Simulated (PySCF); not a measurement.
**HfCl4: forces at shaken geometries**

How stiff is HfCl4? Its atoms are displaced at random by several amounts. The species was built from a template and needn't be a known compound.

Program: PySCF 2.14.0. Level of theory: r2SCAN, Hf def2-SVP with ECP60, Cl def2-SVP; scalar-relativistic core potentials, no spin–orbit coupling. These are calculated values, not measurements.

2 further runs of the same task are left out: 2 for a known fault of the program.

## 1. Starting geometry

5 atoms, charge 0, spin multiplicity 1.

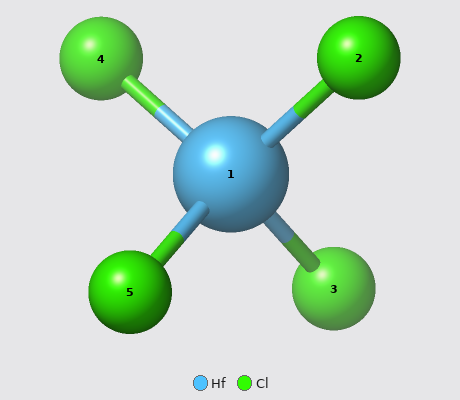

The structure; hafnium blue, chlorine green; atoms are numbered from 1 in the order of the file.

As a file:

```
Hf    0.0000    0.0000    0.0000
Cl    1.3463    1.3463    1.3463
Cl   -1.3463   -1.3463    1.3463
Cl    1.3463   -1.3463   -1.3463
Cl   -1.3463    1.3463   -1.3463
```

Formal oxidation states: Hf +4. An earlier session relaxed this geometry at r2SCAN, Hf def2-SVP with ECP60, Cl def2-SVP (singlet, point group Td).

Its energy there is -1888.482827 Eh.

## 2. Atoms moved at random, σ = 0.15 Å

The input, run.py (the lines that set the calculation):

```python
mol = gto.M(atom='''
Hf    -0.03372     0.05169    -0.13098
Cl     1.56598     1.56971     1.28471
Cl    -1.33389    -1.25112     1.44320
Cl     1.34371    -1.52492    -1.30113
Cl    -1.54207     1.15464    -1.29580''',
    basis={'Hf': 'def2-SVP', 'Cl': 'def2-SVP'},
    ecp={'Hf': 'def2-SVP'},
    charge=0, spin=0)
mf = dft.RKS(mol, xc='R2SCAN')
mf.grids.atom_grid = (50, 194)
mf = mf.density_fit()  # fitting sets: Hf def2-universal-JKFIT, Cl def2-universal-JKFIT
mf.conv_tol = 1e-08; mf.max_cycle = 55
mf.kernel(dm0)  # dm0: the density of the relaxed state
```

Started as:

```bash
$ OMP_NUM_THREADS=2 python run.py
```

## 3. Atoms moved at random, σ = 0.06 Å

The input, run.py (the lines that set the calculation):

```python
mol = gto.M(atom='''
Hf    -0.03323     0.12121     0.00040
Cl     1.34327     1.26762     1.35307
Cl    -1.33058    -1.39891     1.36281
Cl     1.33557    -1.30573    -1.43695
Cl    -1.31503     1.31581    -1.27933''',
    basis={'Hf': 'def2-SVP', 'Cl': 'def2-SVP'},
    ecp={'Hf': 'def2-SVP'},
    charge=0, spin=0)
mf = dft.RKS(mol, xc='R2SCAN')
mf.grids.atom_grid = (50, 194)
mf = mf.density_fit()  # fitting sets: Hf def2-universal-JKFIT, Cl def2-universal-JKFIT
mf.conv_tol = 1e-08; mf.max_cycle = 55
mf.kernel(dm0)  # dm0: the density of the relaxed state
```

## 4. Atoms moved at random, σ = 0.06 Å

The input, run.py (the lines that set the calculation):

```python
mol = gto.M(atom='''
Hf     0.02466    -0.00090     0.03421
Cl     1.36064     1.29785     1.39929
Cl    -1.38214    -1.33139     1.37920
Cl     1.39829    -1.25324    -1.43408
Cl    -1.40145     1.28768    -1.37861''',
    basis={'Hf': 'def2-SVP', 'Cl': 'def2-SVP'},
    ecp={'Hf': 'def2-SVP'},
    charge=0, spin=0)
mf = dft.RKS(mol, xc='R2SCAN')
mf.grids.atom_grid = (50, 194)
mf = mf.density_fit()  # fitting sets: Hf def2-universal-JKFIT, Cl def2-universal-JKFIT
mf.conv_tol = 1e-08; mf.max_cycle = 55
mf.kernel(dm0)  # dm0: the density of the relaxed state
```

Before running it: what results should come out? Wanted: for each run, σ; energy rise; harmonic estimate −½ F·u; largest force component.

**Answer**, as computed:

| σ (Å) | energy rise (eV) | harmonic estimate −½ F·u (eV) | largest force component (eV/Å) |
| --- | --- | --- | --- |
| 0.15 | 0.808 | 0.712 | 3.76 |
| 0.06 | 0.537 | 0.551 | 5.09 |
| 0.06 | 0.069 | 0.067 | 0.94 |

Every displacement raises the energy. For a harmonic well the rise equals −½ F·u; the two differ by at most 12 % here (a move with σ = 0.15 Å), from anharmonicity, the grid and the small forces left at the relaxed point. The bases are small and lack diffuse functions. Spin–orbit coupling is left out.
